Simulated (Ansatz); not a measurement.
**CdF2 monolayer (1T): from the cell to its phonons**

Aim: the vibrations of CdF2 monolayer (1T), their spectra, and whether the structure is stable.

Calculated with Ansatz 0.2.0; DFT LDA, scalar-relativistic, plane waves, PAW; PAW set soft_1.

## 1. Starting point

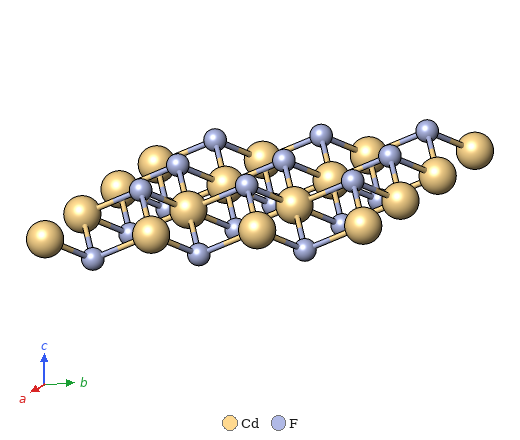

The starting structure, seen slightly off an axis (cadmium orange, fluorine light blue). 3×3×1 cells are drawn. Some periodic images of atoms are drawn too.

The cell holds 3 atoms: 1 Cd and 2 F. Its edges and angles: a = 3.350 Å, b = 3.350 Å, c = 20.000 Å, α = 90.0°, β = 90.0°, γ = 120.0°. It derives from CdF2. Vacuum lies along c.

## 2. Coarse relaxation

A rough relaxation comes first, because large forces or stress need no tight tolerances yet.

The program solves this slab on a cell height of its own, 27.6 Å, in place of the one typed.

input.yaml

```yaml
crystal:
  lattice:
    - [3.35, 0.0, 0.0]
    - [-1.675, 2.90119, 0.0]
    - [0.0, 0.0, 20.0]
  atoms:
    - { symbol: Cd, position: [0.0, 0.0, 0.5] }
    - { symbol: F, position: [0.333333, 0.666667, 0.5475] }
    - { symbol: F, position: [0.666667, 0.333333, 0.4525] }
  periodic: [true, true, false]
kpoints:
  mp_grid: { grid: [9, 9, 1] }
hamiltonian:
  xc: lda
  pseudopotentials: { kind: paw, azcp: { folder: soft_1 }, xc_functional: pbe }
scf:
  occupations: { method: gaussian, width: 0.1 }
output:
  forces: true
  stress: true
  eigenvalues: true
relax:
  adjacent_minimum: "off"
  f_tol: 0.05
  max_steps: 80
  cell: { stress_2d_tol: 0.02 }
```

Launch:

```
$ ansatz run input.yaml --threads 4 --pin off --max-ram 16384MiB --backend cpu --events-out ev --progress --plain --runs-dir out
```

Numbers of over 12 decimals in the logs are rounded to 6 here.

Output:

```text
[...]
F+E_penalty+E_count = -9705.91578990 eV   max|allowed force component| = 1.487e-4 eV/Å   (the final SCF, on the basis selected at the relaxed cell)
  cell:  # Å, volume = 282.8380 Å³
    - [3.439925, 0, 0]
    - [-1.719963, 2.979063, 0]
    - [0, 0, 27.6]
  atoms:
    - { symbol: Cd, position: [0, 0, 0.362319] }
    - { symbol: F, position: [0.333333, 0.666667, 0.397580] }
    - { symbol: F, position: [0.666667, 0.333333, 0.327058] }
[key lines of the parts left out:]
SCF converged after 6 iterations
Free energy (F): -9705.915790 eV
Fermi energy:    -6.978775 eV
P = ½ c Tr σ = 0.0063 N/m
```

Wall time 9.1 s (4 threads of Arm Neoverse V1, shared host); peak memory 0.52 GiB; 32 s of CPU time.

The steps of the relaxation:

| step | energy less that of the first step (eV) | largest force component (eV/Å) | volume (Å³) |
| --- | --- | --- | --- |
| 1 | 0.0000 | 0.6818 | 268.24 |
| 2 | -0.0756 | 0.1213 | 276.05 |
| 3 | -0.0798 | 0.0003 | 279.83 |
| 4 | -0.0795 | 0.0062 | 281.12 |
| 5* | -0.0882 | 0.0053 | 281.12 |
| 6 | -0.0879 | 0.0001 | 282.54 |
| 7 | -0.0878 | 0.0000 | 282.84 |
| 8* | -0.0887 | 0.0001 | 282.84 |

Relaxation steps marked * repeat the geometry before them on a plane-wave basis chosen anew for their cell, so energy and pressure can jump there.

The run keeps the 12 symmetry operations that it works with, so distortions that break them were not tested.

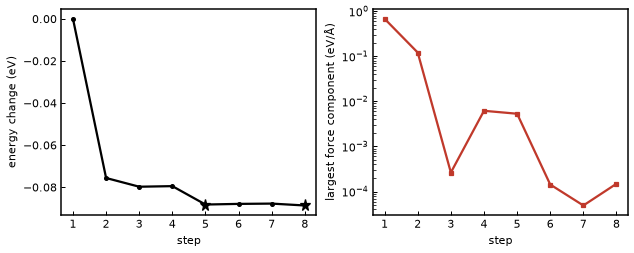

Energy and largest force along the relaxation. Stars mark steps on a basis chosen anew.

| cell as run | before | after | change |
| --- | --- | --- | --- |
| a (Å) | 3.350 | 3.440 | +2.7 % |
| b (Å) | 3.350 | 3.440 | +2.7 % |

The atoms that moved most (Å, along periodic axes as changes of fractional coordinates times the final cell, across vacuum about the mean position):

| atom | dx | dy | dz | length |
| --- | --- | --- | --- | --- |
| F2 | 0.000 | 0.000 | 0.023 | 0.023 |
| F3 | 0.000 | 0.000 | -0.023 | 0.023 |

The relaxed structure:

```xyz
3
Lattice="3.4399 0.0000 0.0000 -1.7200 2.9791 0.0000 0.0000 0.0000 27.6000" Properties=species:S:1:pos:R:3
Cd    0.0000    0.0000   10.0000
F     0.0000    1.9860   10.9732
F     1.7200    0.9930    9.0268
```

This step gave:

```
gap on the k-mesh  : 3.800 eV
direct gap on mesh : 3.800 eV
area per atom      : 3.416 Å²
```

The relaxation ends with a largest force component of 1.5e-4 eV/Å.

## 3. Relaxation

The cell and atoms are relaxed, since residual forces and stress would shift the frequencies.

input.yaml

```yaml
crystal:
  lattice:
    - [3.4399253577, 0.0, 0.0]
    - [-1.7199626788, 2.9790627469, 0.0]
    - [0.0, 0.0, 27.6]
  atoms:
    - { symbol: Cd, position: [0.0, 0.0, 0.3623188406] }
    - { symbol: F, position: [0.3333333333, 0.6666666667, 0.3975798181] }
    - { symbol: F, position: [0.6666666667, 0.3333333333, 0.3270578631] }
  periodic: [true, true, false]
kpoints:
  mp_grid: { grid: [9, 9, 1] }
hamiltonian:
  xc: lda
  pseudopotentials: { kind: paw, azcp: { folder: soft_1 }, xc_functional: pbe }
scf:
  occupations: { method: gaussian, width: 0.02 }
output:
  forces: true
  stress: true
  eigenvalues: true
  write_density: true
  write_potential: true
  elf: true
  volumetric_format: npy
relax:
  adjacent_minimum: "off"
  f_tol: 0.005
  max_steps: 80
  cell: { stress_2d_tol: 0.02 }
```

Output:

```text
[...]
Crystal: 3 atoms, lattice volume = 282.838 Å³
Basis set: ecut = 420 eV, 5529 PW (Γ)
Bands: 21, of which v1, the nominal top of the filled ones, is band 17 counted from 1 (16 counted from 0)
Symmetry: 12 space group operations
[...]
k-points: 12 of 81
[...]
SCF iter   1: F=—  HF=-9707.373940 eV  |F-HF|=—  |Δ(HF+E_count)|=         —  Δρ=4.00e-2  dr2=4.58e0  ethr=3.10e-3  ⟨swp⟩=11.1  Hψ=1693  notcnv=0
[...]
SCF iter   8: F=-9705.915790 eV  HF=-9705.915790 eV  |F-HF|=2.59e-8  |Δ(HF+E_count)|=   1.20e-6  Δρ=4.59e-6  dr2=3.01e-8  ethr=2.94e-10  ⟨swp⟩=14.6  Hψ=2841  notcnv=0
SCF 1 converged in 8 iterations: F = -9705.915790 eV  dr2 = 3.01e-8
[...]
relax step   1: F+E_penalty+E_count = -9705.91578989 eV  Δ(F+E_penalty+E_count) = +0.000e0 eV  max|allowed force component| = 1.086e-4 eV/Å  Δτ_max = 0.0000 Å  P = +0.006 N/m  Ω = 282.838 Å³  fix = [c, alpha, beta]  reactions: c +0.000 N/m  (8 SCF iters, dr2 threshold 1.00e-7 eV, accepted)
[...]
SCF iter   5: F=-9705.915790 eV  HF=-9705.915790 eV  |F-HF|=2.55e-11  |Δ(HF+E_count)|=  4.00e-11  Δρ=3.98e-8  dr2=3.01e-12  ethr=1.00e-12  ⟨swp⟩=9.6  Hψ=1930  notcnv=0
SCF 2 converged in 5 iterations: F = -9705.915790 eV  dr2 = 3.01e-12
relax step   2: F+E_penalty+E_count = -9705.91578990 eV  Δ(F+E_penalty+E_count) = -1.441e-8 eV  max|allowed force component| = 1.499e-4 eV/Å  Δτ_max = 0.0000 Å  P = +0.006 N/m  Ω = 282.838 Å³  fix = [c, alpha, beta]  reactions: c +0.000 N/m  stress off target by 6.34e-3 N/m on what of the cell is left free  SCF on the basis re-selected at this cell (its energy is not comparable with the rows above)  (5 SCF iters)
[...]
WARN: The output density's exchange-correlation potential varies sharply where the density is thin. Do not read a vacuum level from v_tot or v_xc, or from such a field of the output density. On a cell that repeats whose density bears no net charge and no dipole along the vacuum's axis use v_es (v_loc + v_h of the components); under efield.dipole_correction with no amplitude use v_es + v_field, which holds any externa [...]
SCF converged after 5 iterations
Free energy (F): -9705.915790 eV
[...]
Internal energy: -9705.915790 eV  (E = F + TS)
E sigma→0 (E₀):  -9705.915790 eV
Fermi energy:    -6.979648 eV
[...]
--- Forces (eV/Å), atoms counted from 1 ---
  atom   1  Cd     0.00000000    -0.00000000     0.00000000
  atom   2  F      0.00000000    -0.00000000     0.00014991
  atom   3  F     -0.00000000     0.00000000    -0.00014991
  max |Σ_I F_I| component: 4.63e-18 eV/Å
--- 2D stress c σ (N/m, compression-positive) ---
        0.006340      -0.000000       0.000000
       -0.000000       0.006340       0.000000
        0.000000       0.000000       0.000000
  P = ½ c Tr σ = 0.0063 N/m
--- Band table (eV; the first three rows and the last of 12) ---
  k-point 0: bands = [... 13 lower, -10.4898, -10.1356, -8.8798, -8.8798, -5.0796, -1.7596 (-1.7596°), -0.0676, 0.1478]
  k-point 1: bands = [... 13 lower, -10.3654, -10.0661, -9.0835, -8.9217, -4.7080, -1.4959 (-1.4959°), 0.1300, 0.3641]
  k-point 2: bands = [... 13 lower, -10.5128, -9.9585, -9.4797, -8.9840, -3.7588, -0.8050 (-0.8050°), 0.7120, 1.0044]
  k-point 11: bands = [... 13 lower, -10.9784, -10.8688, -9.3278, -9.3278, -0.7445, 2.0540, 2.2498, 2.2498]
  ° read free of the cell's end (the report's vacuum.weakly_bound_levels)
--- Relaxed structure (1 steps of the walk, 1 accepted, 1 SCFs on fresh bases) ---
[...]
cell:  # Å, volume = 282.8380 Å³
    - [3.439925, -2.8867426702317266e-11, 0.0]
    - [-1.719963, 2.979063, 0.0]
    - [0.0, 0.0, 27.6]
  atoms:
    - { symbol: Cd, position: [0.0, 0.0, 0.362319] }
    - { symbol: F, position: [0.333333, 0.666667, 0.397580] }
    - { symbol: F, position: [0.666667, 0.333333, 0.3270578631] }
```

Elapsed: 3 s, on 4 threads; peak memory 0.52 GiB.

Little changed from the start: no atom moved by 0.005 Å and no cell edge by 0.1 %.

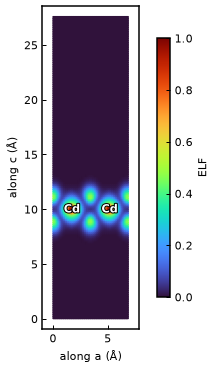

ELF in the ac plane at fractional y = 0.000, with atoms of Cd within 0.2 Å of it. It is the smooth field of the valence electrons, not physical close to the nuclei. The map starts off the cell's origin, so that atoms lie inside it.

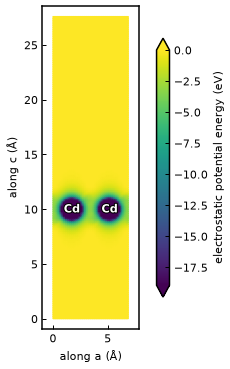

Electrostatic potential energy in the ac plane at fractional y = 0.000, with atoms of Cd within 0.2 Å of it. With pseudopotentials it is smooth inside the atoms' cores, unlike the true potential. The map starts off the cell's origin, so that atoms lie inside it.

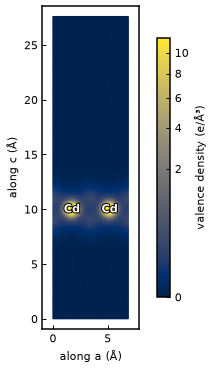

Valence density in the ac plane at fractional y = 0.000, with atoms of Cd within 0.2 Å of it. It is the smooth field of the valence electrons, not physical close to the nuclei. The map starts off the cell's origin, so that atoms lie inside it. The colour scale is stretched toward low values.

## 4. Tight relaxation

Phonons need a cell at rest on their own settings, so the relaxation is repeated with tight tolerances on forces and stress on the k mesh and occupations of the first response run.

input.yaml, the sections that differ from step 3:

```yaml
kpoints:
  mp_grid: { grid: [12, 12, 1] }
scf:
  occupations: { method: fixed }
relax:
  adjacent_minimum: "off"
  f_tol: 0.001
  max_steps: 60
  cell: { stress_2d_tol: 0.002 }
# crystal, hamiltonian, output: as in step 3
```

Output:

```text
[...]
Crystal: 3 atoms, lattice volume = 282.838 Å³
Basis set: ecut = 420 eV, 5529 PW (Γ)
Bands: 21, of which v1, the nominal top of the filled ones, is band 17 counted from 1 (16 counted from 0)
Symmetry: 12 space group operations
[...]
k-points: 19 of 144
[...]
° read free of the cell's end (the report's vacuum.weakly_bound_levels)
--- Relaxed structure (3 steps of the walk, 3 accepted, 1 SCFs on fresh bases) ---
[...]
cell:  # Å, volume = 282.8818 Å³
    - [3.440191, -2.8869659488630632e-11, 0]
    - [-1.720096, 2.979293, 0]
    - [0, 0, 27.6]
  atoms:
    - { symbol: Cd, position: [0, 0, 0.3623188406] }
    - { symbol: F, position: [0.333333, 0.666667, 0.397573] }
    - { symbol: F, position: [0.666667, 0.333333, 0.327064] }
[key lines of the parts left out:]
SCF converged after 10 iterations
Free energy (F): -9705.915666 eV
Fermi energy:    -8.879417 eV
P = ½ c Tr σ = 0.0006 N/m
```

It took 7.8 s on 4 threads; peak memory 0.55 GiB; 29 s of CPU time.

Little changed from the start: no atom moved by 0.005 Å and no cell edge by 0.1 %.

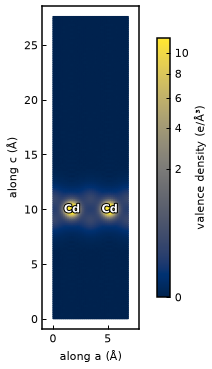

Valence density in the ac plane at fractional y = 0.000, with atoms of Cd within 0.2 Å of it. It is the smooth field of the valence electrons, not physical close to the nuclei. The map starts off the cell's origin, so that atoms lie inside it. The colour scale is stretched toward low values.

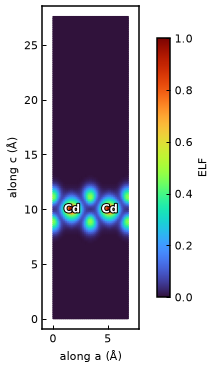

ELF in the ac plane at fractional y = 0.000, with atoms of Cd within 0.2 Å of it. It is the smooth field of the valence electrons, not physical close to the nuclei. The map starts off the cell's origin, so that atoms lie inside it.

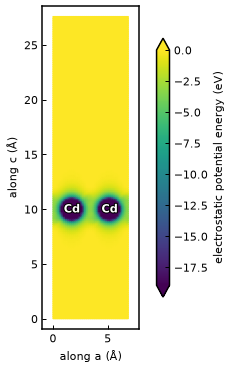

Electrostatic potential energy in the ac plane at fractional y = 0.000, with atoms of Cd within 0.2 Å of it. With pseudopotentials it is smooth inside the atoms' cores, unlike the true potential. The map starts off the cell's origin, so that atoms lie inside it.

The largest force component left is 0.063 meV/Å, within the tolerances set.

(Continued in part 2 of 3.)

[Logs are printed without paths, hosts, clocks, repeated set-up lines and the standing remarks that a program may print on its own settings, such as how far it seeks lower states.]

[Hosts, paths, dates, database ids (printed as entryN), source tags and the programs' standing remarks are cut or masked in the printed files.]
